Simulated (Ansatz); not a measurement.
# CH4FGaO (SMILES FC[O][GaH2]): what the fields show

```json
{"atom": "F", "x (Å)": "0.1954", "y (Å)": "1.1022", "z (Å)": "-0.5826"}
{"atom": "C", "x (Å)": "-1.0699", "y (Å)": "0.3990", "z (Å)": "-0.2630"}
{"atom": "O", "x (Å)": "-0.7172", "y (Å)": "-0.7246", "z (Å)": "0.3500"}
{"atom": "Ga", "x (Å)": "1.1508", "y (Å)": "-0.6438", "z (Å)": "0.3973"}
{"atom": "H", "x (Å)": "-1.6101", "y (Å)": "1.1222", "z (Å)": "0.3605"}
{"atom": "H", "x (Å)": "-1.5411", "y (Å)": "0.2674", "z (Å)": "-1.2449"}
{"atom": "H", "x (Å)": "1.7362", "y (Å)": "-0.0944", "z (Å)": "1.7331"}
{"atom": "H", "x (Å)": "1.8558", "y (Å)": "-1.4280", "z (Å)": "-0.7503"}
```

Geometry: PBE0-D4/def2-TZVP.

Theory: Ansatz, RKS PBE0-D4/def2-TZVPP.

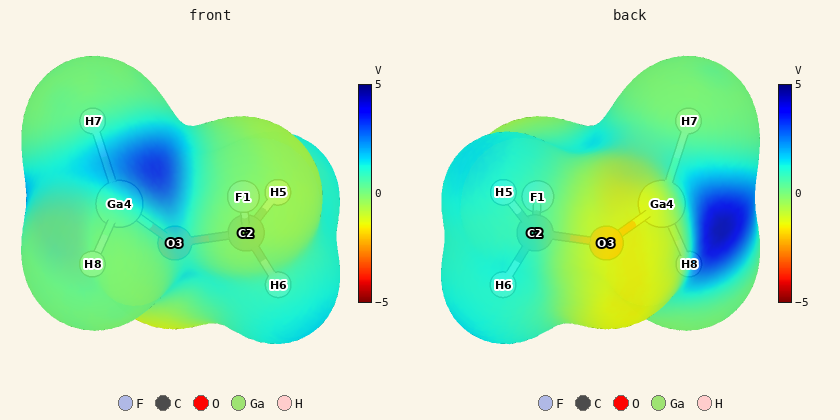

Figure 1. The molecular electrostatic potential painted on the density surface at 0.004 e/bohr³, seen from the front and from behind; the colour scale runs from red (negative) to blue (positive).

Q: Describe the electrostatic potential map.

A: The most negative region (about −1.5 V) lies over O3, the most positive (about +4.1 V) over Ga4. O3 is the likeliest acceptor of a hydrogen bond.

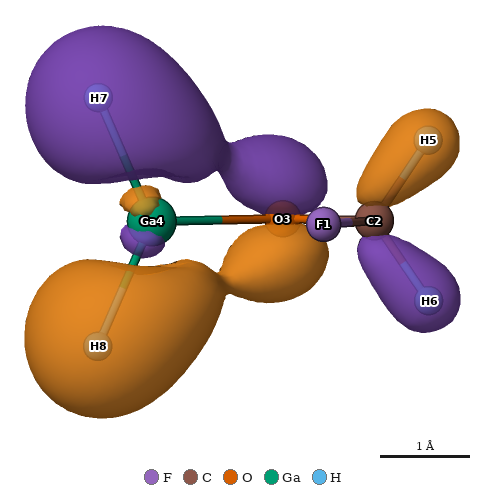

Figure 2. The HOMO−1 at ±0.15 Å⁻³ᐟ² (orange and purple are the two phases), seen across its widest extent.

Q: Describe this orbital and give its energy.

A: By Hirshfeld shares it lies mainly on Ga4 (about 35 %), H8 (about 20 %), H7 (about 20 %) and O3 (about 15 %). Its energy is −9.20 eV.

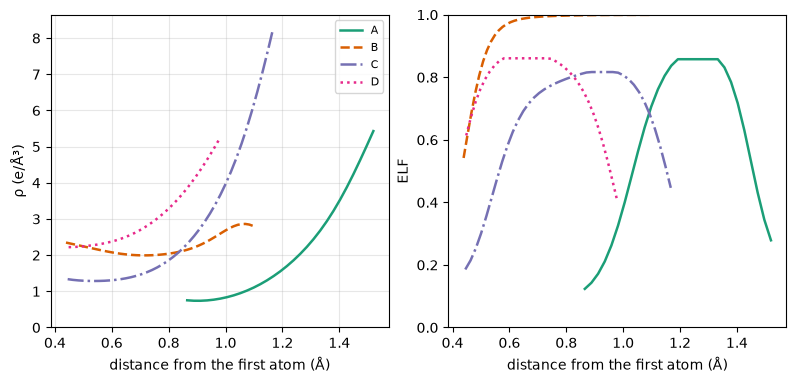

Figure 3. Total electron density and ELF along straight lines between neighbouring atoms. The curves leave out the atomic cores.

Q: Which curve belongs to which contact (C–F, C–H, C–O and Ga–O)? The first atom named is at distance zero.

A: Curve A: Ga–O (1.87 Å): the density is about 0.75 e/Å³ at the midpoint; the ELF peaks at about 0.85 in the valence shell of O, 0.7 Å from its nucleus, and is about 0.20 at the midpoint. Curve B: C–H (1.10 Å): ρ at the midpoint is about 2.2 e/Å³; the ELF climbs to about 1 towards the hydrogen, as it does in any bond to H: a covalent bond by its length. Curve C: C–F (1.48 Å): the density is about 1.6 e/Å³ at the midpoint, with its minimum of 1.3 e/Å³ about 0.5 Å from C; the ELF peaks at about 0.80 between the atoms; a polar covalent bond. Curve D: C–O (1.33 Å): ρ is about 2.6 e/Å³ halfway; the ELF peaks at about 0.85 between the atoms: a polar covalent bond.

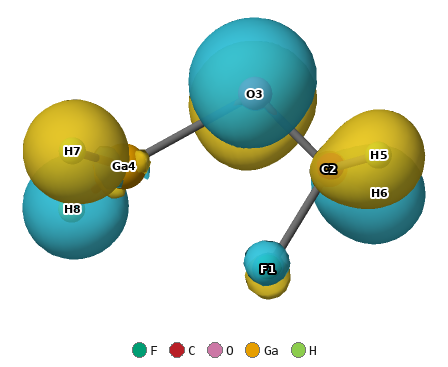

Figure 4. The HOMO at ±0.15 Å⁻³ᐟ² (yellow and cyan are the two phases), seen from one side.

Q: What is the character of this orbital?

A: Its weight (Hirshfeld) is mainly on O3 (about 50 %), Ga4 (about 10 %), C2 (about 10 %), H8 (about 10 %), H7 (about 10 %), H6 (about 5 %) and H5 (about 5 %). Its energy is −7.65 eV.
